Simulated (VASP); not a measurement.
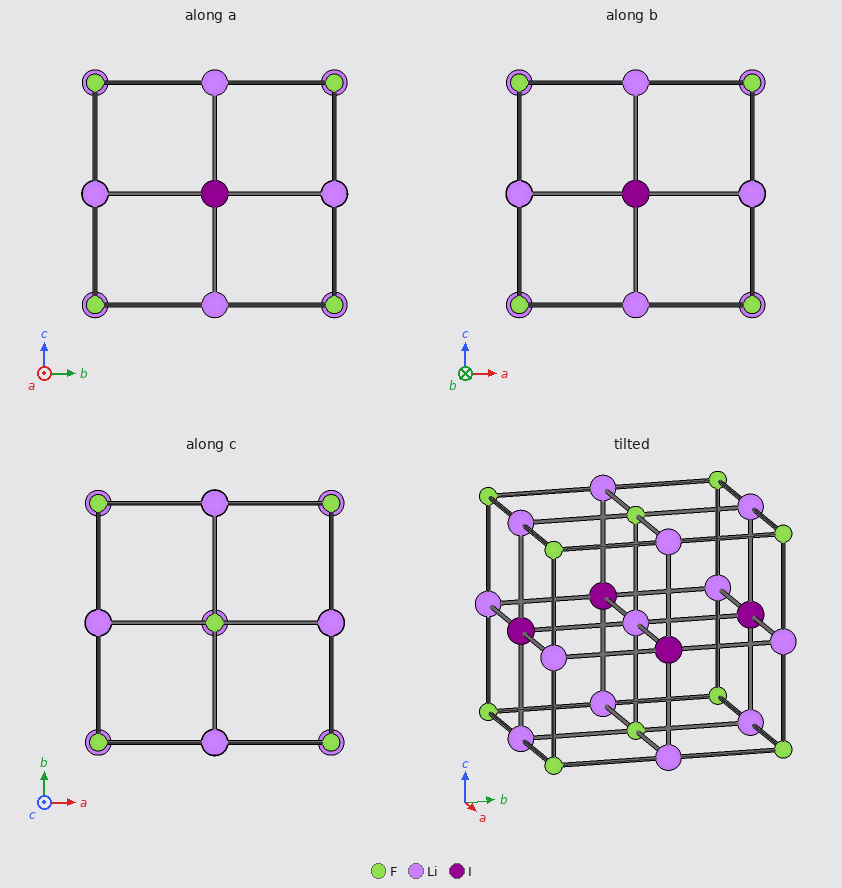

The crystal in a ball-and-stick representation, seen along the a axis, along the b axis, along the c axis and slightly off an axis. Atoms at the boundary of the conventional unit cell (the box) are drawn once for each face, edge or corner they touch.

Lattice parameters: a = 5.4254 Å, b = 5.5727 Å, c = 5.1775 Å, α = 90.000°, β = 90.000°, γ = 90.000°.

### Express the structure as a CIF with its space group and independent sites.

```cif
data_structure
_symmetry_space_group_name_H-M 'C m m m'
_symmetry_Int_Tables_number 65
_cell_length_a 5.4254
_cell_length_b 5.5727
_cell_length_c 5.1775
_cell_angle_alpha 90.000
_cell_angle_beta 90.000
_cell_angle_gamma 90.000
_cell_volume 156.54
loop_
_atom_site_label
_atom_site_type_symbol
_atom_site_symmetry_multiplicity
_atom_site_Wyckoff_symbol
_atom_site_fract_x
_atom_site_fract_y
_atom_site_fract_z
_atom_site_occupancy
F1 F 2 a 0.0000 0.0000 0.0000 1
Li1 Li 2 d 0.0000 0.0000 0.5000 1
I1 I 2 c 0.5000 0.0000 0.5000 1
Li2 Li 2 b 0.5000 0.0000 0.0000 1
```

Its origin is a structure type filled with these elements by a generator (whether the compound takes this form wasn't checked). The cell was then strained or its atoms displaced on purpose. It was the input of a calculation with VASP.
